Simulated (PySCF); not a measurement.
Consider C3H12OSSi2 (charge +1, doublet).

Input

```
{"job": {"kind": "epr", "basis": "pcH-1"}, "charge": 1, "multiplicity": 2}
C     -3.034170     0.232774     0.882687
C     -1.809160     0.357370    -0.025085
Si    -0.597456    -1.079934     0.250195
Si     1.298310    -0.599142    -1.226025
O      0.443428    -0.440106    -2.561689
S      2.099312     1.290619    -0.614535
C      3.114180     0.853657     0.825776
H     -3.711337     1.063475     0.696530
H     -3.575159    -0.690376     0.694421
H     -2.753766     0.256499     1.932193
H     -1.316676     1.315471     0.163992
H     -2.133415     0.373456    -1.068795
H     -1.034563    -2.407851    -0.173412
H      0.027562    -1.122301     1.579225
H      2.330022    -1.621314    -1.246942
H      0.698781    -0.148460    -3.437617
H      3.716361     1.728851     1.050922
H      3.757893     0.011253     0.598938
H      2.470047     0.635310     1.671759
```

Launched as:

```sh
OMP_NUM_THREADS=1 python probes_run.py task.json out
```

Geometry: GFN2-xTB.

The calculation used PySCF, UKS B3LYP, pcH-1 on C H O S Si, non-relativistic, mean-field spin-orbit, GIAO.

Q: What will maps of the electron density, electron localisation function and spin density show?

A: C–C (1.53 Å): ρ at the midpoint is about 1.6 e/Å³; the ELF peaks at about 0.95 between the atoms, as expected for a shared electron pair.
C–Si (1.90 Å): ρ at the midpoint is about 0.92 e/Å³; the ELF peaks at about 0.95 between the atoms, as expected for a covalent bond.
Si–Si (2.45 Å): the density is about 0.49 e/Å³ at the midpoint; the ELF peaks at about 1 between the atoms; a covalent bond.
The unpaired spin (1 electron) lies mostly on S6 (about 0.4), Si3 (about 0.2) and Si4 (about 0.2), in electrons by Hirshfeld's partition.

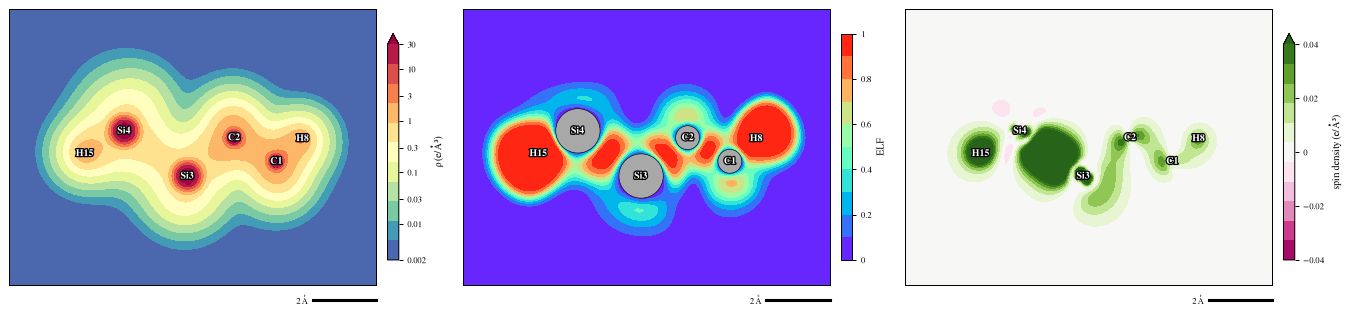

Computed electron density, electron localisation function and spin density on the plane of atoms C2, Si3 and Si4, in this order. Grey discs cover the atomic cores in the ELF map. 
